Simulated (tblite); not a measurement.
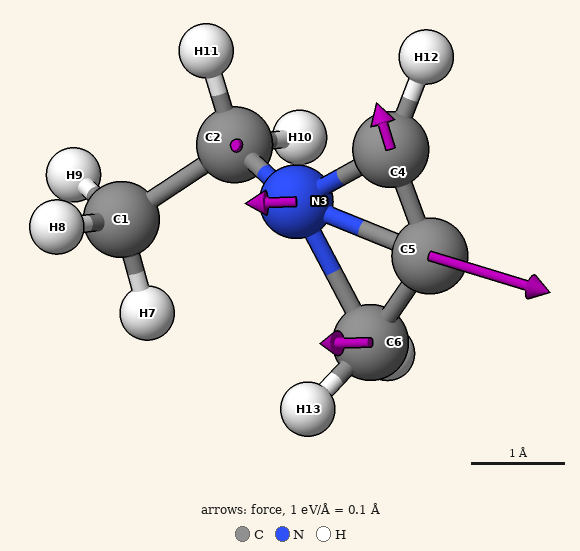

Starting geometry of C₅H₈N (multiplicity 2) with the computed forces as purple arrows. The picture is a ball-and-stick view, seen at a tilt.

Level of theory: GFN2-xTB geometry optimisation, gas phase (tblite 0.8.0). 

Q: Is this structure relaxed? If not, where do the atoms go?

A: It isn't relaxed: the largest force vector, on a C atom, is 14.94 eV/Å. The final displacements follow the starting forces only in part (cosine between the two patterns 0.43). The largest move after the best rigid fit is that of a C atom, 0.42 Å. Largest moves by element: C 0.42 Å, H 0.30 Å, N 0.10 Å. Near-neighbour distances that change, for instance: C–N 1.657 → 2.019 Å, C–N 1.726 → 1.474 Å, C–C 1.345 → 1.516 Å, C–C 1.244 → 1.337 Å. Bond angles that change, for instance: C–C–C 125.1° → 91.1°, N–C–C 63.9° → 84.9°, N–C–C 77.2° → 94.0°. After 46 geometry steps the energy has fallen by 334.6 kJ/mol. The run took 0.21 s on 1 thread of Arm Neoverse V1, on a shared host.
